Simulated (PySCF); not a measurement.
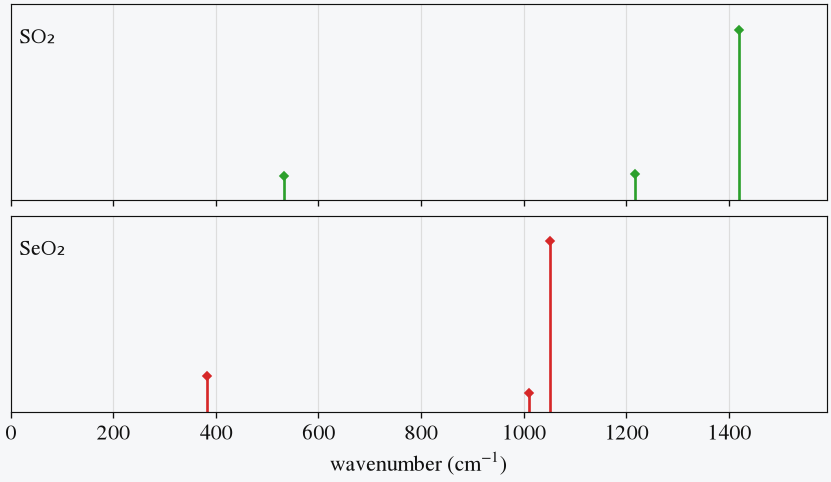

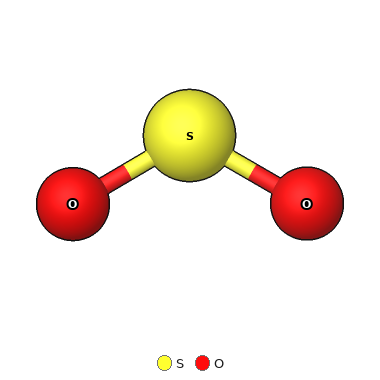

Harmonic infrared lines of SO₂ and SeO₂, all C2v singlets, each the lowest point that its search found (SO₂ is drawn); the central atom changes down one group of the periodic table. PBE0/def2-TZVP, PySCF, unscaled, no spin-orbit coupling; each panel is scaled to its strongest line, degenerate modes are one line with their intensities summed, and dots on the axis are modes too weak to show or inactive.

How do the bond length and the stretches change along the series?

Answer. Mean bond length: SO₂ 1.431, SeO₂ 1.599 Å, rising down the group. Highest b2 mode: SO₂ 1421, SeO₂ 1051 cm⁻¹, falling down the group.

Limits of at least one run: no scalar relativity.
